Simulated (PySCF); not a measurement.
Vertical excitations of a molecule C3H4N2 from TDDFT-PBE/def2-SVPD (PySCF 2.14.0), as energy in eV (oscillator strength): 5.58 (0.000), 5.81 (0.001), 6.10 (0.020), 6.35 (0.123), 6.67 (0.027), 6.84 (0.000), 6.88 (0.050), 6.94 (0.004), 7.04 (0.005), 7.15 (0.018). Lowest triplet (TDA): 4.51 eV. Geometry: r2SCAN-D4/def2-SVP. The values are those of a single conformer.

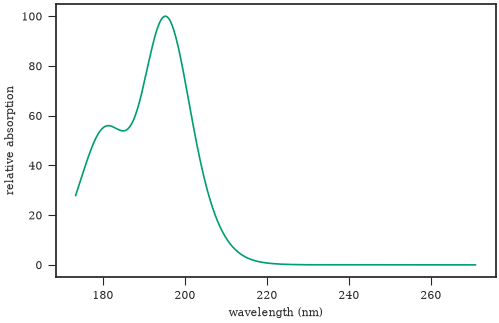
Figure: The lines broadened by 0.4 eV.

Question: Which structure fits?
A) c1c[nH]cn1
B) C/C=N/C#N
C) c1cn[nH]c1
D) C1=NCN=C1

Answer: A, c1c[nH]cn1
